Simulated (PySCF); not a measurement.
C4H13AlOSi, SMILES [CH3][Al]([CH3])[Si](C)(C)O at its GFN2-xTB optimised geometry (Å):

```
20

Si     1.1585    -0.0045     0.0000
C      1.9636     0.6311    -1.6312
C      1.8720    -1.7476     0.3484
O      1.7905     0.8687     1.2584
Al    -1.2987    -0.0045     0.0000
C     -2.2088    -1.7774     0.0735
C     -2.2473     1.7554     0.0000
H      1.7048    -0.0155    -2.4639
H      1.6100     1.6296    -1.8768
H      3.0476     0.6717    -1.5666
H      1.5076    -2.1198     1.3009
H      1.5595    -2.4462    -0.4221
H      2.9568    -1.7505     0.3851
H      1.7889     1.8205     1.2313
H     -2.8834    -1.9405    -0.7760
H     -2.8276    -1.8988     0.9713
H     -1.4987    -2.6139     0.0722
H     -2.8388     1.9140     0.9109
H     -2.9568     1.8450    -0.8322
H     -1.5675     2.6139    -0.0792
```

Calculation: PySCF with PBE0/def2-SVP. Cells within 0.4 Å of a nucleus heavier than hydrogen are left out (blank, or x).

Map of the log10 of the electron density (e/bohr³), floored at −4 on the plane z = 1.2 Å:

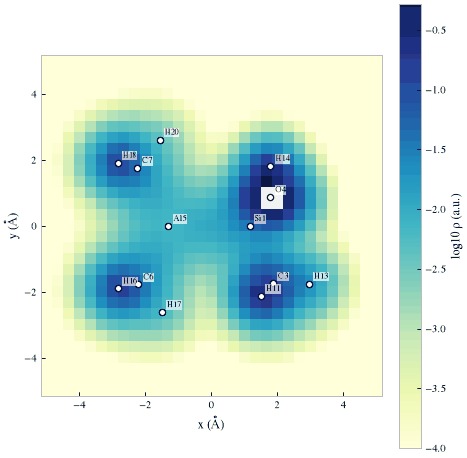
Log10 of the electron density (e/bohr³), floored at −4 on the plane z = 1.2 Å.
